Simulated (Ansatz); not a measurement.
**C3H12AlP: how energies converge with the basis set**

Aim: see how fast density functionals converge with the basis set for C3H12AlP.

Program: Ansatz 0.2.0, Gaussian basis. Level of theory: one geometry, several basis sets. These are calculated values, not measurements.

The runs, in order: PBE0-D4/def2-SVP; ωB97M-V/def2-SVP; PBE0-D4/def2-QZVPP; ωB97M-V/def2-QZVPP; the functionals' def2-TZVPP values are taken from earlier runs.

## 1. Structure used throughout

All runs share one geometry, relaxed beforehand with PBE0-D4 in a triple-zeta def2 set.

SMILES `[CH3][Al-]([CH3])([CH3])[PH3+]`, 17 atoms, charge 0, spin multiplicity 1.

Atoms are counted from 1 here; the program's logs count them from 0.

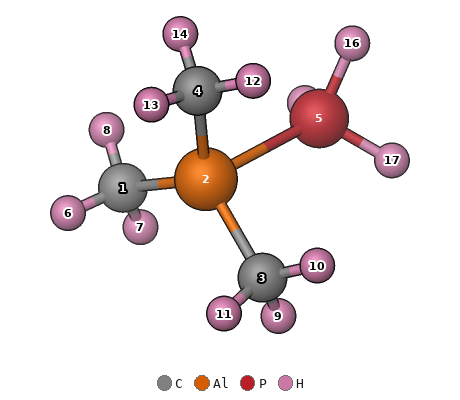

The geometry (carbon grey, aluminium orange, phosphorus red, hydrogen pink); atoms are numbered from 1 in the order of the file.

## 2. PBE0-D4 in def2-SVP

Input file in.yaml:

```yaml
crystal:
  periodic: [false, false, false]
  atoms:
    - {symbol: C, position_ang: [-0.480019, 1.000492, -1.787477]}
    - {symbol: Al, position_ang: [0.342063, -0.092349, -0.362077]}
    - {symbol: C, position_ang: [1.923287, 0.632000, 0.574449]}
    - {symbol: C, position_ang: [0.124355, -2.053783, -0.446495]}
    - {symbol: P, position_ang: [-1.418453, 0.379304, 1.505150]}
    - {symbol: H, position_ang: [0.125778, 0.942210, -2.699663]}
    - {symbol: H, position_ang: [-0.547229, 2.061666, -1.526324]}
    - {symbol: H, position_ang: [-1.484783, 0.660899, -2.059368]}
    - {symbol: H, position_ang: [1.828710, 1.697178, 0.809557]}
    - {symbol: H, position_ang: [2.145387, 0.104168, 1.507656]}
    - {symbol: H, position_ang: [2.812286, 0.530943, -0.059532]}
    - {symbol: H, position_ang: [0.365812, -2.550756, 0.498768]}
    - {symbol: H, position_ang: [0.801386, -2.472991, -1.200393]}
    - {symbol: H, position_ang: [-0.887323, -2.358779, -0.733350]}
    - {symbol: H, position_ang: [-2.525008, 1.211196, 1.230221]}
    - {symbol: H, position_ang: [-2.131875, -0.692591, 2.083225]}
    - {symbol: H, position_ang: [-1.013475, 1.000895, 2.705853]}
basis:
  gaussian: {orbitals: def2-SVP}
hamiltonian: {xc: pbe0, dispersion: d4}
output: {orbitals: {seedname: orbitals}}
```

The run is started by

```console
ansatz run in.yaml --threads 4 --pin off --events-out ev --progress --plain --max-ram 11315MiB
```

The log of the run:

```text
Functional definition: PBE0
  name "PBE0"
  cite "Adamo & Barone, J. Chem. Phys. 110, 6158 (1999) doi:10.1063/1.478522"
  cite "Perdew, Burke & Ernzerhof, Phys. Rev. Lett. 77, 3865 (1996) doi:10.1103/PhysRevLett.77.3865"
  parent pbe
  parameter a = 0.25
  parameter kappa = 0.804
  parameter beta = 0.06672455060314922
  exchange = (1 - a)*pbe_x(kappa = kappa, mu = beta*pi^2/3) + a*exact_x
  correlation = pbe_c(beta = beta)
1608 factors; their error is unknown
mean field evaluation 1: about -19161.1540 eV, gradient 7.4e1 eV
mean field evaluation 2: about -19155.3285 eV, gradient 8.2e1 eV
mean field evaluation 4: about -19174.6439 eV, gradient 1.9e0 eV
mean field evaluation 8: about -19174.6558 eV, gradient 5.2e-2 eV
mean field -19174.82140015 eV, -704.6616892946 hartree, gradient 8.8e-5 eV, S^2 0.000000; 0 other end points of the search recorded, 0 dependent functions left out
reference -19174.82143297 eV, -704.6616905007 hartree; 29, 29 occupied and 109, 109 virtual orbitals, 1608 factors
Total energy: -19175.13522932 eV, -704.6732223039 hartree
```

It took 1.8 s on 4 threads of Arm Neoverse V2, shared host.

## 3. ωB97M-V in def2-SVP

in.yaml: that of step 2 with these lines changed.

```diff
@@ -22,3 +22,3 @@
   gaussian: {orbitals: def2-SVP}
-hamiltonian: {xc: pbe0, dispersion: d4}
+hamiltonian: {xc: {name: wB97M-V}}
 output: {orbitals: {seedname: orbitals}}
```

Launched as before.

The log of the run (excerpt; [...] marks lines left out):

```text
Functional definition: wB97M-V
  name "wB97M-V"
  cite "Mardirossian & Head-Gordon, J. Chem. Phys. 144, 214110 (2016) doi:10.1063/1.4952647"
  cite "Becke, J. Chem. Phys. 107, 8554 (1997) doi:10.1063/1.475007"
  cite "Vydrov & Van Voorhis, J. Chem. Phys. 133, 244103 (2010) doi:10.1063/1.3521275"
  # Of w^i u^j: cxij and so on, Table III.
[...]
  gx(w, u) = 1 - cx + cx01*u + cx10*w
  gss(w, u) = css00 + css04*u^4 + css10*w + css20*w^2 + css43*w^4*u^3
  gos(w, u) = cos00 + cos10*w + (cos20 + cos21*u)*w^2 + (cos60 + cos61*u)*w^6
[...]
      + integral(e_c_pw_mod_opposite_spin*gos(b97_w_opposite, b97_u_opposite)) + vv10(b, c)
1584 factors; their error is unknown
456 factors; integrals over basis functions are off by at most 9.8e-6 eV
[...]
mean field -19181.85376358 eV, -704.9201238842 hartree, gradient 8.7e-5 eV, S^2 0.000000; 0 other end points of the search recorded, 0 dependent functions left out
reference -19181.85381754 eV, -704.9201258671 hartree; 29, 29 occupied and 109, 109 virtual orbitals, 1584 factors
Total energy: -19181.85381754 eV, -704.9201258671 hartree
```

It took 8 s on 4 threads of Arm Neoverse V2, shared host.

## 4. PBE0-D4 in def2-QZVPP

in.yaml: that of step 3 with these lines changed.

```diff
@@ -21,4 +21,4 @@
 basis:
-  gaussian: {orbitals: def2-SVP}
-hamiltonian: {xc: {name: wB97M-V}}
+  gaussian: {orbitals: "def2-QZVPP.json"}
+hamiltonian: {xc: pbe0, dispersion: d4}
 output: {orbitals: {seedname: orbitals}}
```

Launched as before.

The log of the run:

```text
Functional definition: PBE0
  name "PBE0"
  cite "Adamo & Barone, J. Chem. Phys. 110, 6158 (1999) doi:10.1063/1.478522"
  cite "Perdew, Burke & Ernzerhof, Phys. Rev. Lett. 77, 3865 (1996) doi:10.1103/PhysRevLett.77.3865"
  parent pbe
  parameter a = 0.25
  parameter kappa = 0.804
  parameter beta = 0.06672455060314922
  exchange = (1 - a)*pbe_x(kappa = kappa, mu = beta*pi^2/3) + a*exact_x
  correlation = pbe_c(beta = beta)
2068 factors; their error is unknown
mean field evaluation 1: about -19166.0521 eV, gradient 9.1e1 eV
mean field evaluation 2: about -19153.0254 eV, gradient 1.0e2 eV
mean field evaluation 4: about -19184.6759 eV, gradient 4.4e0 eV
mean field evaluation 8: about -19184.7228 eV, gradient 8.8e-2 eV
mean field evaluation 16: about -19184.7410 eV, gradient 3.6e-5 eV
mean field -19184.74099363 eV, -705.0262276315 hartree, gradient 3.6e-5 eV, S^2 0.000000; 0 other end points of the search recorded, 0 dependent functions left out
reference -19184.74104492 eV, -705.0262295163 hartree; 29, 29 occupied and 642, 642 virtual orbitals, 2068 factors
Total energy: -19185.05484127 eV, -705.0377613195 hartree
```

Wall time 22 s (4 threads of Arm Neoverse V2, shared host); peak memory 3 GiB.

## 5. ωB97M-V in def2-QZVPP

in.yaml: that of step 4 with these lines changed.

```diff
@@ -22,3 +22,3 @@
   gaussian: {orbitals: "def2-QZVPP.json"}
-hamiltonian: {xc: pbe0, dispersion: d4}
+hamiltonian: {xc: {name: wB97M-V}}
 output: {orbitals: {seedname: orbitals}}
```

Launched as before.

The log of the run (excerpt; [...] marks lines left out):

```text
Functional definition: wB97M-V
  name "wB97M-V"
  cite "Mardirossian & Head-Gordon, J. Chem. Phys. 144, 214110 (2016) doi:10.1063/1.4952647"
  cite "Becke, J. Chem. Phys. 107, 8554 (1997) doi:10.1063/1.475007"
  cite "Vydrov & Van Voorhis, J. Chem. Phys. 133, 244103 (2010) doi:10.1063/1.3521275"
  # Of w^i u^j: cxij and so on, Table III.
[...]
  gx(w, u) = 1 - cx + cx01*u + cx10*w
  gss(w, u) = css00 + css04*u^4 + css10*w + css20*w^2 + css43*w^4*u^3
  gos(w, u) = cos00 + cos10*w + (cos20 + cos21*u)*w^2 + (cos60 + cos61*u)*w^6
[...]
      + integral(e_c_pw_mod_opposite_spin*gos(b97_w_opposite, b97_u_opposite)) + vv10(b, c)
1993 factors; their error is unknown
582 factors; integrals over basis functions are off by at most 7.8e-6 eV
[...]
mean field -19192.03565483 eV, -705.2943014859 hartree, gradient 3.2e-5 eV, S^2 0.000000; 0 other end points of the search recorded, 0 dependent functions left out
reference -19192.03573866 eV, -705.2943045667 hartree; 29, 29 occupied and 642, 642 virtual orbitals, 1993 factors
Total energy: -19192.03573866 eV, -705.2943045667 hartree
```

Run time: 43 s. Hardware: 4 threads of Arm Neoverse V2, shared host; peak memory 3.7 GiB.

## 6. Functionals by basis

The def2-TZVPP values come from earlier runs at the same geometry.

| functional | basis | functions | energy (eV) | from the largest (eV) | HOMO (eV) | LUMO (eV) |
| --- | --- | --- | --- | --- | --- | --- |
| PBE0-D4 | def2-SVP | 138 | -19175.1352 | 9.920 | -6.94 | 0.16 |
| PBE0-D4 | def2-TZVPP | 345 | -19184.3462 | 0.709 | -7.03 | -0.21 |
| PBE0-D4 | def2-QZVPP | 671 | -19185.0548 | 0.000 | -7.04 | -0.29 |
| ωB97M-V | def2-SVP | 138 | -19181.8538 | 10.182 | -9.20 | 2.10 |
| ωB97M-V | def2-TZVPP | 345 | -19191.3533 | 0.682 | -9.29 | 1.63 |
| ωB97M-V | def2-QZVPP | 671 | -19192.0357 | 0.000 | -9.30 | 1.10 |

## 7. What came out

```
                                       quantity           value
PBE0-D4: double and triple zeta above quadruple   9.92, 0.71 eV
ωB97M-V: double and triple zeta above quadruple  10.18, 0.68 eV
```

In words: For PBE0-D4 the step from double to triple zeta gains 9.21 eV and the next only 0.71 eV. Total energies overstate the basis error of differences, where much of it tends to cancel. The LUMO of ωB97M-V is positive and keeps falling with the basis (2.10 to 1.10 eV): an unbound level that the basis holds in place.

For PBE0-D4 the largest set took about 12 times as long as the smallest (22 s against 1.8 s).
